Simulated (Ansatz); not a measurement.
**B3LYP/def2-SVPD (core potential) run of SnSiH6 (SMILES [SiH3][SnH3])**

What is the electronic atomisation energy of SnSiH6 at B3LYP/def2-SVPD (core potential)? 

Program for the calculation: Ansatz 0.2.0.

45 further runs of the same task are left out: 45 set aside as unsound or not needed.

### Step 1. The molecule

SnSiH6: 8 atoms, total charge 0, spin state singlet. SMILES: `[SiH3][SnH3]`. Geometry: relaxed at PBE0-D4/def2-TZVP.

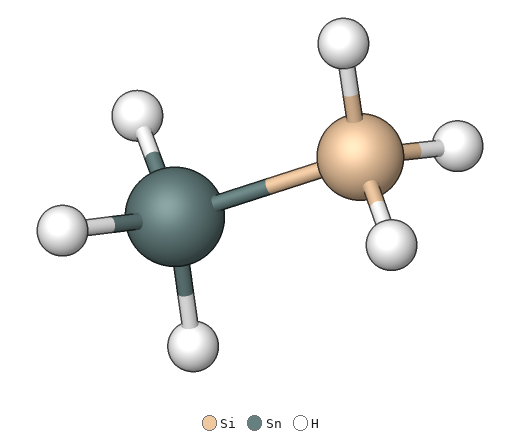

Viewed from a chosen angle; silicon light orange, tin teal, hydrogen white.

### Step 2. A single-point energy at B3LYP/def2-SVPD (core potential)

Contents of molecule.yaml:

```yaml
crystal:
  periodic: [false, false, false]
  atoms:
    - {symbol: Si, position_ang: [-0.621900, 0.121300, -1.152100]}
    - {symbol: Sn, position_ang: [0.611700, -0.129400, 1.077500]}
    - {symbol: H, position_ang: [-2.070400, 0.355200, -0.912500]}
    - {symbol: H, position_ang: [-0.465000, -1.112000, -1.967300]}
    - {symbol: H, position_ang: [-0.071600, 1.272400, -1.915300]}
    - {symbol: H, position_ang: [0.450400, 1.285900, 2.019300]}
    - {symbol: H, position_ang: [2.276200, -0.410700, 0.820500]}
    - {symbol: H, position_ang: [-0.017200, -1.439600, 1.974000]}
basis:
  gaussian:
    orbitals: def2-SVPD
hamiltonian:
  xc: {name: B3LYP}
accuracy: high
output:
  orbitals: {seedname: orbitals}
```

On the command line:

```
$ ansatz run molecule.yaml --threads 1 --pin off --max-ram 3480MiB --events-out events.jsonl --progress --plain --runs-dir runs
```

Output:

```text
Warning: RAYON_NUM_THREADS=1 ignored (pool sized by the plan → 1); use --threads N
Functional definition: B3LYP
  name "B3LYP"
  parameter a0 = 0.2
  parameter ax = 0.72
  parameter ac = 0.81
  exchange = (1 - a0 - ax)*slater_x + ax*b88_x + a0*exact_x
  correlation = (1 - ac)*vwn_rpa_c + ac*lyp_c
2258 factors; integrals over basis functions are off by at most 3.7e-9 eV
mean field evaluation 1: about -13805.7120 eV, gradient 1.2e1 eV
mean field evaluation 2: about -13806.1213 eV, gradient 6.4e0 eV
mean field evaluation 4: about -13806.2496 eV, gradient 1.6e-1 eV
mean field evaluation 8: about -13806.2722 eV, gradient 2.5e-2 eV
mean field evaluation 16: about -13806.2722 eV, gradient 6.5e-7 eV
mean field -13806.27223410 eV, -507.3711463758 hartree, gradient 3.0e-8 eV, S^2 0.000000; 0 other end points of the search recorded, 0 dependent functions left out
reference -13806.27228179 eV, -507.3711481285 hartree; 21, 21 occupied and 83, 83 virtual orbitals, 2258 factors
Total energy: -13806.27228179 eV, -507.3711481285 hartree
```

It took 11 s on 1 thread of Intel Xeon Platinum 8259CL at 2.50GHz (Skylake/Cascade Lake), shared host; peak memory 0.39 GiB.

### Step 3. The H atom

Contents of input.yaml:

```yaml
crystal:
  periodic: [false, false, false]
  atoms:
    - {symbol: H, position_ang: [0.000000, 0.000000, 0.000000]}
basis:
  gaussian: {orbitals: def2-SVPD}
total_charge: 0
magnetization: {spin_polarized: true, initial_magnetization: 1}
hamiltonian: {xc: {name: B3LYP}}
accuracy: high
```

On the command line:

```
$ ansatz run input.yaml --threads 1 --pin off --max-ram 3480MiB --events-out events.jsonl --progress --plain --runs-dir runs
```

Output (excerpt; [...] marks lines left out):

```text
Warning: RAYON_NUM_THREADS=1 ignored (pool sized by the plan → 1); use --threads N
[... 7 set-up lines as earlier in the session ...]
33 factors; integrals over basis functions are off by at most 4.9e-10 eV
mean field evaluation 1: about -13.6396 eV, gradient 1.5e-1 eV
mean field evaluation 2: about -13.6397 eV, gradient 1.5e-1 eV
mean field evaluation 4: about -13.6399 eV, gradient 3.7e-3 eV
mean field evaluation 8: about -13.6399 eV, gradient 1.0e-10 eV
mean field -13.63992910 eV, -0.5012581489 hartree, gradient 1.0e-10 eV, S^2 0.750000; 0 other end points of the search recorded, 0 dependent functions left out
reference -13.63994824 eV, -0.5012588523 hartree; 1, 0 occupied and 7, 8 virtual orbitals, 33 factors
Total energy: -13.63994824 eV, -0.5012588523 hartree
```

Wall time 0.16 s (1 thread of Intel Xeon Platinum 8259CL at 2.50GHz (Skylake/Cascade Lake), shared host).

### Step 4. The Si atom, same level

Contents of input.yaml:

```yaml
crystal:
  periodic: [false, false, false]
  atoms:
    - {symbol: Si, position_ang: [0.000000, 0.000000, 0.000000]}
basis:
  gaussian:
    orbitals: def2-SVPD
accuracy: high
hamiltonian:
  xc: {name: B3LYP}
magnetization:
  spin_polarized: true
  initial_magnetization: 2
total_charge: 0
```

Run the same way, it converges to -289.29459 Eh (log not shown).

### Step 5. The Sn atom, same level

Contents of in.yaml:

```yaml
crystal:
  periodic: [false, false, false]
  atoms:
    - symbol: Sn
      position_ang: [0.000000, 0.000000, 0.000000]
basis:
  gaussian:
    orbitals: def2-SVPD
total_charge: 0
magnetization:
  spin_polarized: true
  initial_magnetization: 2
hamiltonian:
  xc: {name: B3LYP}
accuracy: high
```

Run the same way, it converges to -214.32271 Eh (log not shown).

### Step 6. What came out

Level: B3LYP/def2-SVPD (core potential).

| quantity | value |
| --- | --- |
| molecule: total energy | -507.37115 Eh |
| molecule: HOMO energy | -7.82 eV |
| molecule: LUMO energy | -0.49 eV |
| molecule: HOMO–LUMO gap | 7.33 eV |
| H atom: total energy | -0.50126 Eh |
| H atom: ⟨S²⟩ | 0.750 |
| Si atom: total energy | -289.29459 Eh |
| Si atom: ⟨S²⟩ | 2.004 |
| Sn atom: total energy | -214.32271 Eh |
| Sn atom: ⟨S²⟩ | 2.002 |
| electronic atomisation energy | 20.308 eV |

**Reading.** Taking the molecule apart into free atoms costs 20.31 eV (468 kcal/mol), before zero-point energy and without spin-orbit coupling.
